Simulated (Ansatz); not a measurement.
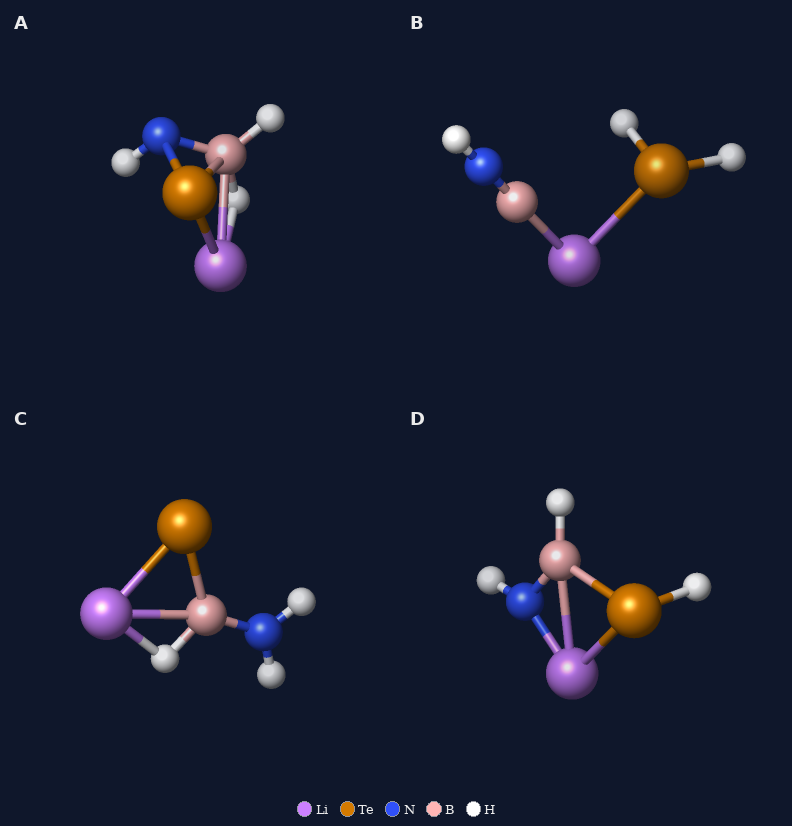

4 stationary structures of one formula. Geometries: PBE-D4/def2-SVP. Electronic energies: PBE-D4/def2-SVP (Ansatz 0.2.0), without zero-point energy. No frequency run is at hand to confirm each as a minimum. Each is one conformer, not always the lowest.

> Which is lowest in energy, and by how much?

C is lowest (Cs); D lies 58.2 kJ/mol above it (C1), A lies 177.5 kJ/mol above it (C1), B lies 319.2 kJ/mol above it (C1).
